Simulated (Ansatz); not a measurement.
# H$_{5}$Li$_{4}$ (charge −1): what the fields show

Input file:

```
crystal:
  periodic: [false, false, false]
  atoms:
    - {symbol: Li, position_ang: [0.418806, 1.008625, 1.388278]}
    - {symbol: Li, position_ang: [-0.305963, -1.359813, 1.083083]}
    - {symbol: Li, position_ang: [0.174351, 1.396043, -1.065864]}
    - {symbol: Li, position_ang: [-0.543318, -0.973022, -1.370556]}
    - {symbol: H, position_ang: [-0.734228, 0.209225, 0.104350]}
    - {symbol: H, position_ang: [-0.470351, -2.450118, -0.337611]}
    - {symbol: H, position_ang: [0.483064, -0.459822, 2.427186]}
    - {symbol: H, position_ang: [0.964256, 2.308425, 0.269228]}
    - {symbol: H, position_ang: [0.013383, 0.320458, -2.498094]}
basis:
  gaussian: {orbitals: def2-TZVPD, initial_orbitals: start.molden}
total_charge: -1
hamiltonian: {xc: pbe0, dispersion: d4}
output: {orbitals: {seedname: orbitals}}
```

Launched as:

```sh
ansatz run in.yaml --threads 4 --pin off --events-out ev --progress --plain --max-ram 3916MiB
```

Geometry: PBE0-D4/def2-TZVPD.

Theory: Ansatz, RKS PBE0-D4/def2-TZVPD.

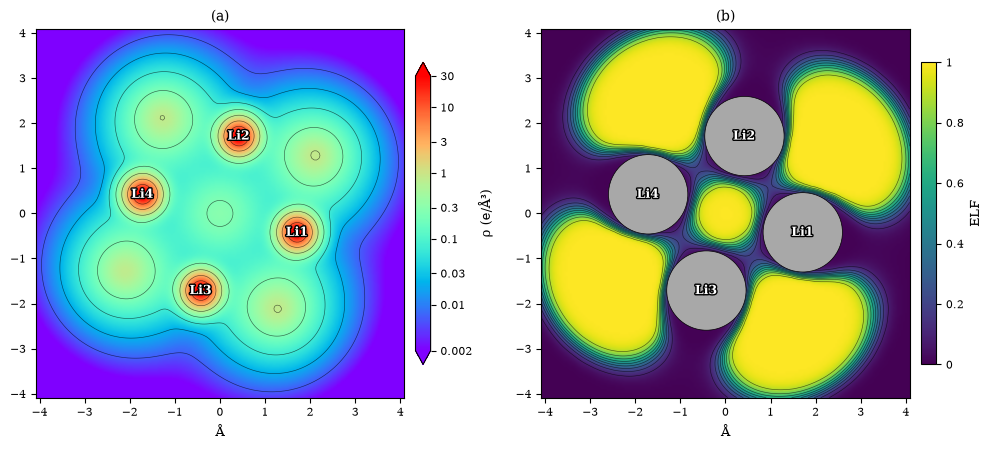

Figure 1. (a) electron density; (b) ELF on the plane of atoms Li1, Li3 and Li4. Grey discs cover the atomic cores in the ELF map.

### Describe what can be read from this map.

- Atoms in the plane: Li.
- Li–Li (2.49 Å): ρ at the midpoint is about 0.1 e/Å³; the ELF is about 0.20 at the midpoint.

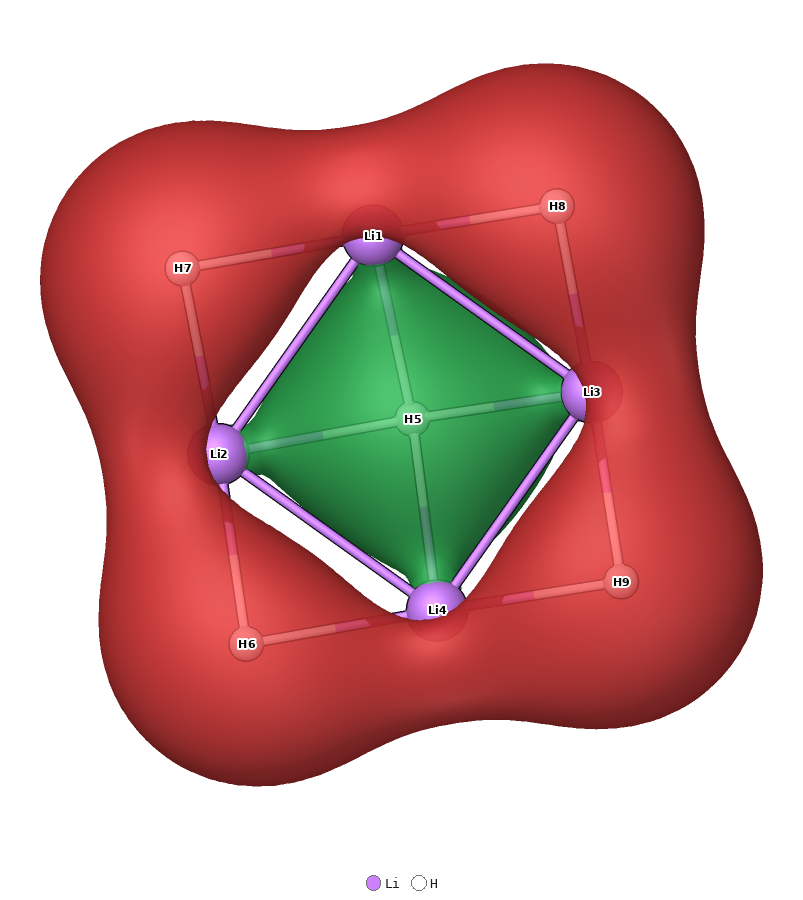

Figure 2. The HOMO at ±0.06 Å⁻³ᐟ² (green and red are the two phases), seen across its widest extent.

### Where does this orbital lie, and at what energy?

Its weight (Hirshfeld) is mainly on H5 (about 20 %), H6 (about 10 %), H7 (about 10 %), H8 (about 10 %), H9 (about 10 %), Li1 (about 10 %), Li2 (about 10 %), Li3 (about 10 %) and Li4 (about 10 %). Its energy is −1.85 eV.

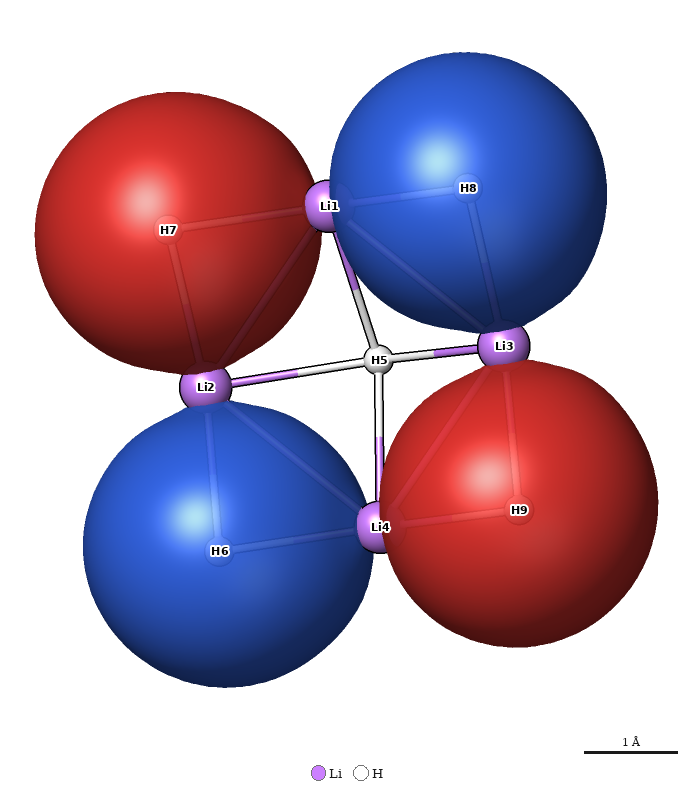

Figure 3. The HOMO−1 at ±0.05 Å⁻³ᐟ² (blue and red are the two phases), seen at a tilt.

### Describe this orbital and give its energy.

It lies mainly on H6 (about 15 %), H7 (about 15 %), H8 (about 15 %), H9 (about 15 %), Li1 (about 5 %), Li2 (about 5 %), Li3 (about 5 %) and Li4 (about 5 %). Its energy is −2.55 eV.
